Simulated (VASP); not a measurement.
Band structure of CdSe (wurtzite). Calculation: vdW-DF-cx, VASP's PBE PAW potentials (set 64) (plane waves; VASP).

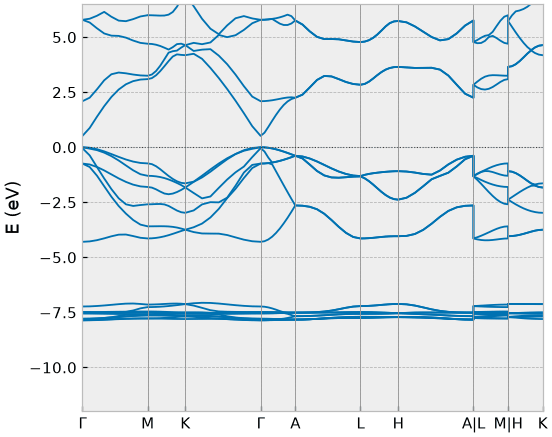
Fig. 1. Bands along high-symmetry lines, zero at the valence-band maximum or, without a gap, the Fermi level

Read the plot: is there a gap, and where are the band edges?

The gap is direct, 0.52 eV, from the valence maximum at Γ to the conduction minimum at Γ. (Edges off the drawn lines would not show.)

Measured: gap 1.73 eV (computed value off by -1.21 eV), as given by Abedi et al., (2022), arXiv:2211.14644.

The compound is CdSe in the wurtzite structure. It was relaxed first.
